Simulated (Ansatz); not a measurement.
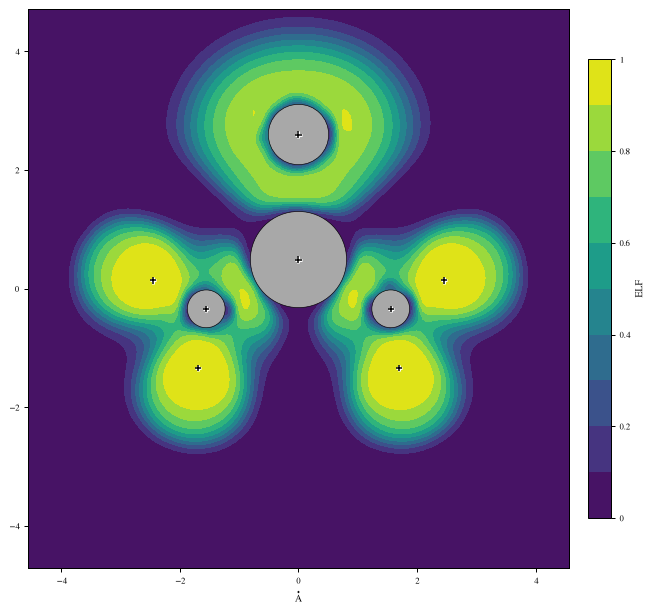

The electron localisation function on a plane through atoms (crosses mark nuclei in the plane; grey discs cover the cores).

The calculation used isolated molecule in a Gaussian basis; Kohn-Sham density functional theory, functional PBE0 in Ansatz.

Candidates:
A. AlClH4N2 (SMILES [NH2][Al]([NH2])[Cl])
B. AlH5N2 (SMILES [NH2][AlH][NH2])
C. BCl5Si (SMILES ClB(Cl)[Si](Cl)(Cl)Cl)

### Which system is this?

Candidate A: AlClH4N2 on the molecular plane, which holds Al, Cl, N and H. Al–N (1.76 Å): the ELF peaks at about 0.90 in the valence shell of N, 0.7 Å from its nucleus, and is about 0.65 at the midpoint. Al–Cl (2.11 Å): the ELF peaks at about 0.85 in the valence shell of Cl, 0.8 Å from its nucleus, and is about 0.80 at the midpoint.
